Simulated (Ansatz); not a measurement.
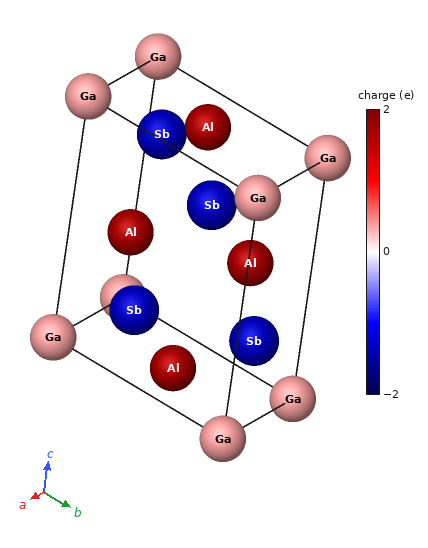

The figure gives a spheres-only picture of the atoms, viewed slightly off an axis. One cell (the run's own, in a reduced setting) is outlined, and atoms on its boundary appear in each equivalent place. The atoms of this Al3GaSb4 cell are coloured by their Bader charge.

Run with DFT PBE, scalar-relativistic, plane waves, PAW in Ansatz and these settings: cutoff 420 eV, k-points about 0.24 Å⁻¹ apart, Gaussian smearing of 0.02 eV, no spin polarisation.

### Summarise the charge transfer.

Most positive: Al; most negative: Sb. Charges: about Al +1.6 e; Ga +0.4 e; Sb -1.3 e. The transfer is large, as in an ionic solid.

The structure was taken from a structure type filled with these elements by a generator (whether the compound takes this form wasn't checked). Earlier steps of the study may have refined or changed the cell and positions. It was run through Ansatz as a DFT input.
